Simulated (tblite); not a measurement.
# C2H8BNSi2: the cost of one run

The runs use tblite 0.8.0 and PySCF 2.14.0, with density-fitted response routines of our own; the level of theory stands in each step. All values are computed, except where a source is named. Atoms count from 0, in the outputs and in this text.

## Step 1: Starting geometry

14 atoms, charge 0, multiplicity 1; geometry from: force field or distance geometry start.

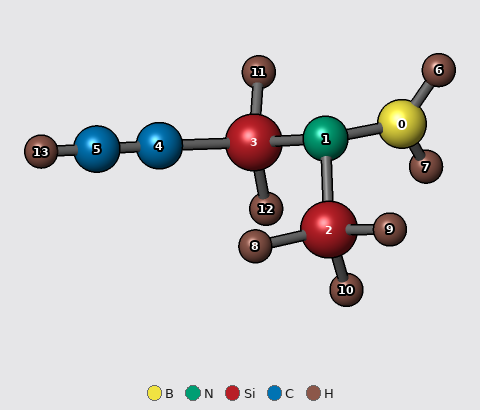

As it starts; boron yellow, nitrogen teal, silicon red, carbon blue, hydrogen brown, atoms numbered.

## Step 2: Relaxing the molecule with GFN2-xTB

The job: settings as JSON, then the geometry in Å.

```
{"job": {"kind": "relax", "xc": "GFN2-xTB", "basis": "xTB"}, "charge": 0, "multiplicity": 1}
B     -1.931500    -0.716800     0.533100
N     -0.542400    -0.117400     0.463100
Si    -0.675800     1.568300    -0.097900
Si     0.395700    -1.041900    -0.756300
C      2.137500    -0.535700    -0.709200
C      3.288100    -0.190200    -0.697800
H     -2.351300    -1.132900     1.553300
H     -2.620000    -0.756800    -0.425800
H      0.656100     2.175800    -0.196900
H     -1.493100     2.347200     0.859400
H     -1.335800     1.605800    -1.424100
H      0.325500    -2.488100    -0.430900
H     -0.164900    -0.830100    -2.082800
H      4.311200     0.112500    -0.679000
```

Run with:

```bash
$ OMP_NUM_THREADS=1 python probes_run.py task.json out
```

The driver reads the jobs from task.json and runs them one after another.

Q: Estimate the wall time and peak memory of this first job on 1 thread of Arm Neoverse N1, shared host.

About 1.5 s, with a peak of 0.18 GiB.
